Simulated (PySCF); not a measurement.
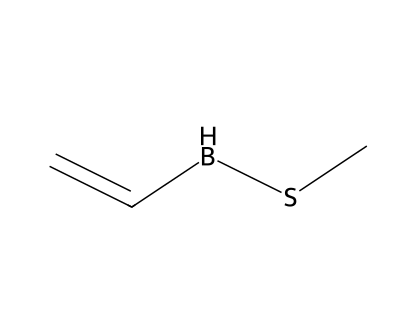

Skeletal drawing of a molecule.

Question: Transcribe the drawing into SMILES.

Answer: C=CBSC

Question: What is the molecular formula?

Answer: C3H7BS.

More results for the same structure follow; atom numbers are the same in all pictures, views and colours differ. The geometry was computed by an optimisation with PBE0-D3(BJ)/def2-SVP. No frequency run is at hand to confirm it as a minimum.

## Core levels

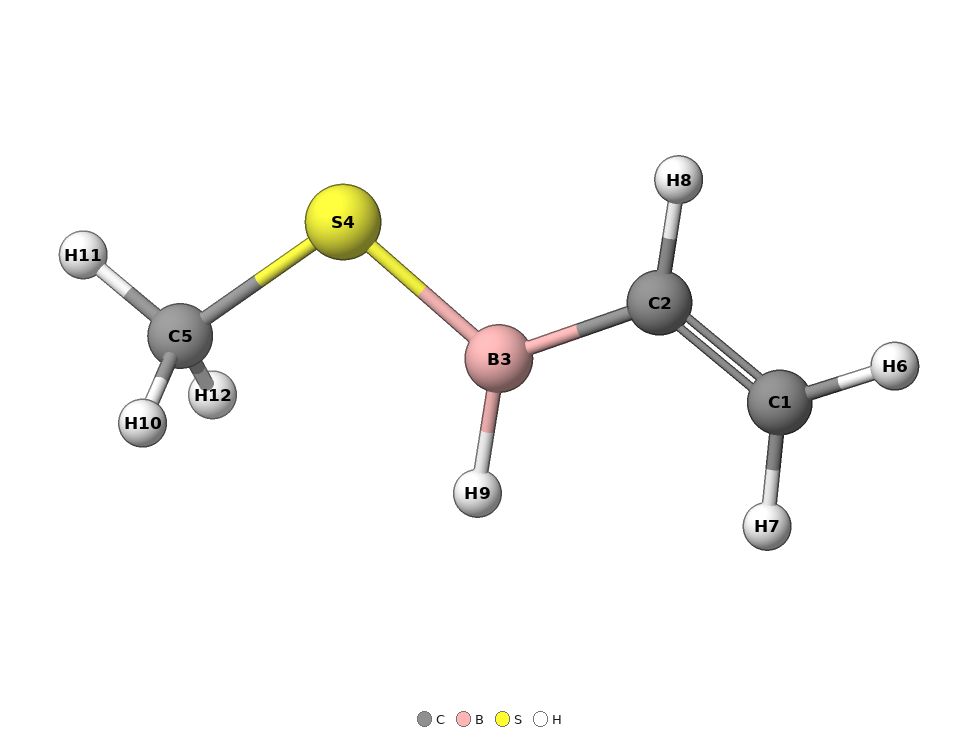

No frequency run is at hand to confirm it as a minimum. Level of theory: delta-SCF UKS SCAN, def2-TZVP on the ionised atom, pcseg-1 elsewhere, spin-free X2C (PySCF 2.14.0).

Give the core-electron binding energies (to vacuum; p and d levels without spin–orbit splitting) of C1 1s, C2 1s, B3 1s, S4 1s, S4 2p, C5 1s.

```json
{"atom": "C1", "level": "1s", "binding energy (eV)": "290.7"}
{"atom": "C2", "level": "1s", "binding energy (eV)": "290.4"}
{"atom": "B3", "level": "1s", "binding energy (eV)": "195.6"}
{"atom": "S4", "level": "1s", "binding energy (eV)": "2481.0"}
{"atom": "S4", "level": "2p", "binding energy (eV)": "169.8"}
{"atom": "C5", "level": "1s", "binding energy (eV)": "291.7"}
```

## Dipole moment

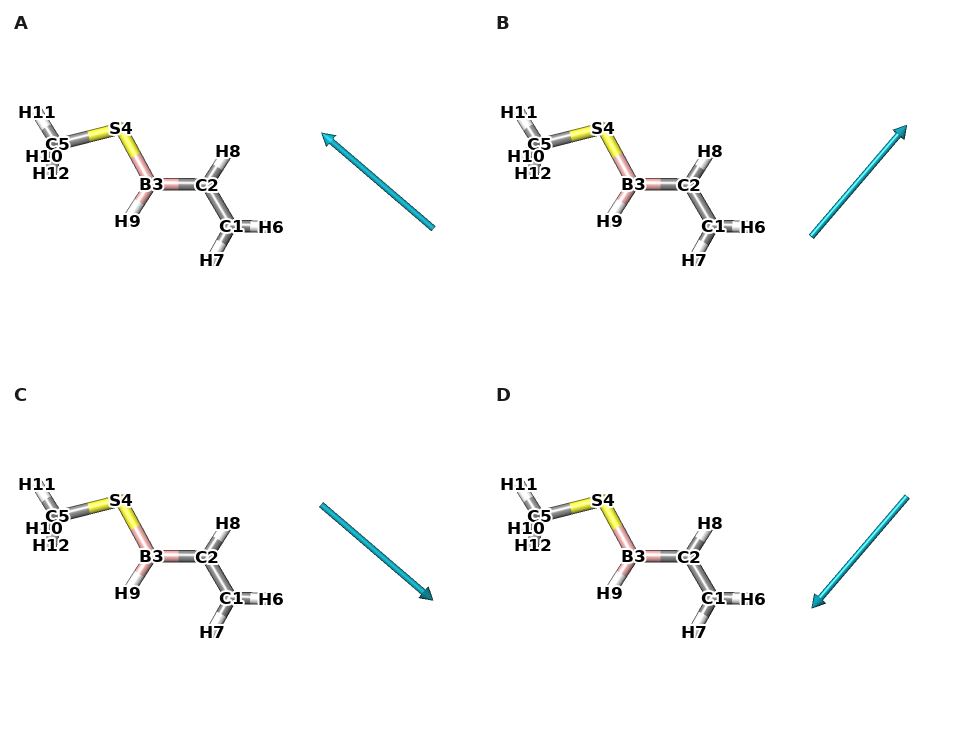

The same molecule four times, each with an arrow. No frequency run is at hand to confirm it as a minimum. Level of theory: PBE0/6-31G*, gas phase (PySCF 2.14.0).

Question: Which arrow points along the dipole moment, from the negative to the positive end?

Answer: D. The dipole moment is 1.04 D; it points from the side of H8 to the side of H10, H12 (the outermost atoms at the two ends).

## Levels of theory compared

No frequency run is at hand to confirm it as a minimum. Program: PySCF 2.14.0.

Tabulate polarisability (bohr³), HOMO–LUMO gap (eV), lowest singlet excitation (eV) at these levels: B3LYP/def2-SVPD; BHandHLYP/def2-SVPD; CAM-B3LYP/def2-SVPD; LC-wPBE/def2-SVPD; LDA/def2-SVPD; PBE/def2-SVPD; PBE0/6-31G*; PBE0/def2-SVP; PBE0/def2-SVPD; ωB97X-D/def2-SVPD.

```csv
level,polarisability (bohr³),HOMO–LUMO gap (eV),lowest singlet excitation (eV)
B3LYP/def2-SVPD,79.7,5.28,5.04
BHandHLYP/def2-SVPD,76.9,7.64,5.49
CAM-B3LYP/def2-SVPD,78.0,8.03,5.34
LC-wPBE/def2-SVPD,75.4,10.46,5.62
LDA/def2-SVPD,83.0,3.66,4.65
PBE/def2-SVPD,81.9,3.74,4.70
PBE0/6-31G*,64.8,5.81,5.31
PBE0/def2-SVP,66.3,5.74,5.27
PBE0/def2-SVPD,78.8,5.69,5.14
ωB97X-D/def2-SVPD,77.8,9.24,5.37
```
